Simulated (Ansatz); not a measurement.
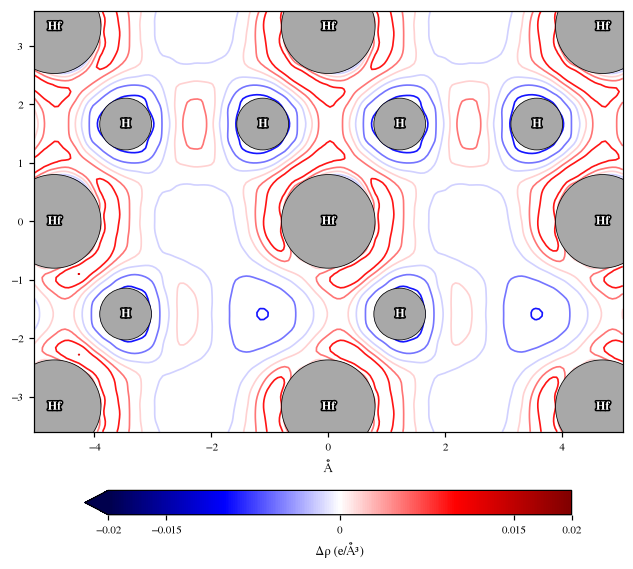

Hf4H3. Difference of the valence pseudo-densities of two functionals at the same geometry, on the (110) plane of the calculation cell: one of PBE and r2SCAN less the other.

Space group P-42m; a generated structure, not necessarily the stable one; computed without spin polarisation.

Both computed with Ansatz (plane waves, PAW), on the same k-point mesh. Grey discs cover the atomic cores.

Which was subtracted from which, and what does the map show?

Answer. It is PBE less r2SCAN. Against r2SCAN, PBE gives more density around Hf (+0.005 e/Å³ on average at 1.2 Å from the nucleus), less density around H (−0.007 e/Å³ on average at 0.6 Å from the nucleus), less density in the space between the atoms (−0.003 e/Å³ on average) and a change of +0.012 e/Å³ at the midpoint of Hf–H and +0.008 e/Å³ at the midpoint of Hf–H.
